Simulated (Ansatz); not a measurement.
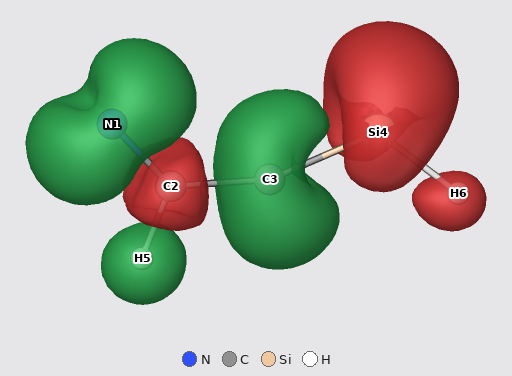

Figure 1: C$_{2}$H$_{2}$NSi (SMILES [N]=CC#[SiH]) (doublet). Isosurfaces of the spin density (α minus β) at +0.03 (green) and −0.03 e/Å³ (red), seen at a tilt.

⟨S²⟩ = 1.09, above the pure value of 0.75.

Level of theory: UKS PBE0-D4/def2-SVP (Ansatz).

```xyz
6

N     1.6143   -1.0813    1.1063
C     1.0815   -0.5307    0.0972
C    -0.1804    0.0954   -0.0413
Si   -1.6877    0.6878    0.3689
H     1.6806   -0.5219   -0.8454
H    -2.5082    1.3508   -0.6856
```

Where is the unpaired spin?

Answer. The unpaired spin (1 electron) lies mostly on N1 (about 1.0), C3 (about 0.5) and H5 (about 0.1), in electrons by Hirshfeld's partition, with opposite, polarisation-induced spin on Si4 and H6.
